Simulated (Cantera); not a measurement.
Charge: 1 mol Si₃N₄, 0.15 mol H₂O, 97 mol N₂, held at 22.0 Pa.

These are equilibrium values from Cantera (NASA tables, ideal gas, pure condensed phases), not measurements of a reactor. Candidate condensed phases: H₂O, Si, SiO₂, Si₂N₂O, Si₃N₄; 35 gas species. Mutual solubility and eutectic melting of coexisting phases are not modelled. The tables' values for SiN are old estimates; treat these amounts as uncertain. Rates play no part.

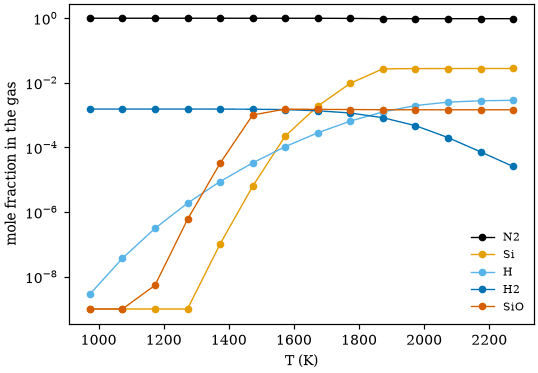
*Equilibrium gas composition (values under 1e-9 drawn at 1e-9)*

### Question
Read off the mole fractions at 2273 K.

### Answer
N₂ about 0.97, Si about 0.028, H about 0.0029, SiO about 0.0015, H₂ about 2.6e-5.
